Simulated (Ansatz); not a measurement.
```xyz
12

Br    2.1601   -2.0742    0.9353
Si    0.9234   -1.1111   -0.6124
Si   -1.2750   -0.9750   -0.0238
Si   -0.7628    1.0208    0.9703
Si    0.9854    1.1651   -0.4982
H     1.1822   -1.6838   -1.9627
H    -2.1742   -0.8061   -1.1993
H    -1.7499   -2.0304    0.9136
H    -0.3171    0.8629    2.3812
H    -1.7985    2.0767    0.7988
H     0.5939    1.8147   -1.7803
H     2.2327    1.7402    0.0777
```

Not at a stationary point (largest force 1.4 eV/Å).

Computed with Ansatz, SCF PBE0, Gaussian basis.

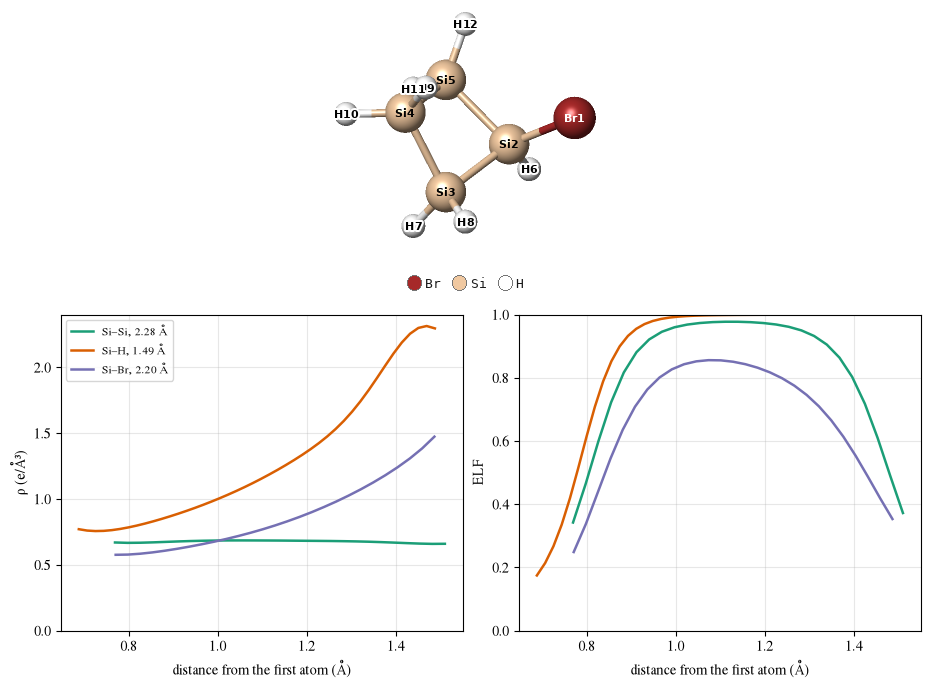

BrH₇Si₄. Total electron density and electron localisation function along straight lines between neighbouring atoms. The curves leave out the atomic cores. The structure is drawn too.

### Compare the contacts.

Si–Si (2.28 Å): the density is about 0.68 e/Å³ at the midpoint; the ELF peaks at about 1 between the atoms; a covalent bond.
Si–H (1.49 Å): ρ is about 0.76 e/Å³ halfway; the ELF climbs to about 1 towards the hydrogen, as it does in any bond to H.
Si–Br (2.20 Å): the density is about 0.77 e/Å³ at the midpoint; the ELF peaks at about 0.85 between the atoms (a polar covalent bond).
